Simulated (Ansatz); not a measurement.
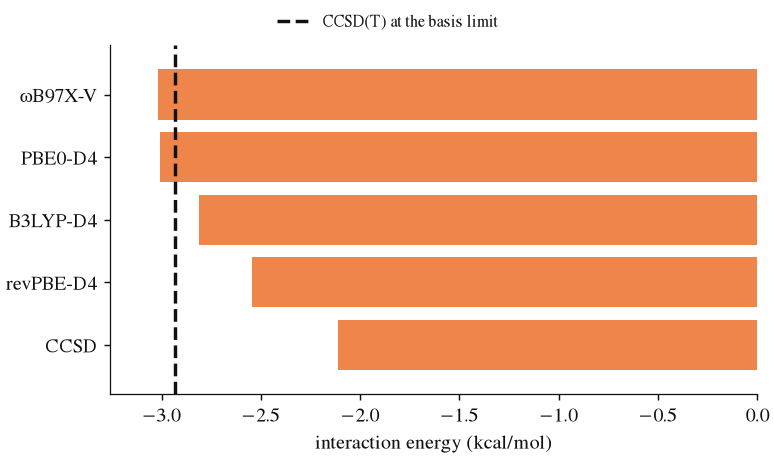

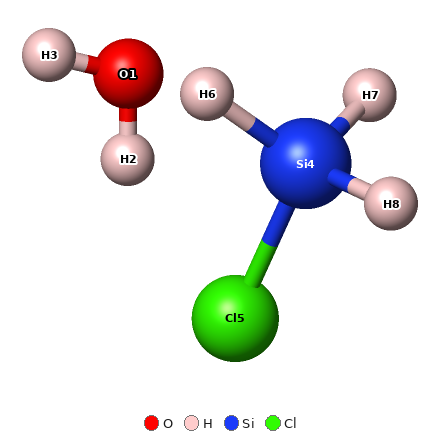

Counterpoise interaction energy of the pair H₂O and ClH₃Si at one optimised PBE0-D4 geometry, drawn, with the closest contact H2···Cl5 2.67 Å (H···H pairs aside; other arrangements can bind more strongly; the cost of deforming the partners isn't counted), def2-TZVPPD, the Ansatz code 0.2.0; cores frozen in correlated methods. The line takes HF and MP2 limits from def2-TZVPPD and QZVPPD, and the coupled-cluster step in TZVPPD. The distance of CCSD to the limit includes basis error.

Question: What range do the values span, the line included?

Answer: From −3.02 kcal/mol (ωB97X-V) to −2.11 kcal/mol (CCSD).

Question: Give the values.

Answer:
| level | kcal/mol | less CCSD(T) at the basis limit |
| --- | --- | --- |
| ωB97X-V | −3.02 | −0.09 |
| PBE0-D4 | −3.01 | −0.08 |
| B3LYP-D4 | −2.81 | 0.12 |
| revPBE-D4 | −2.54 | 0.39 |
| CCSD | −2.11 | 0.82 |
| CCSD(T) at the basis limit | −2.93 | 0.00 |
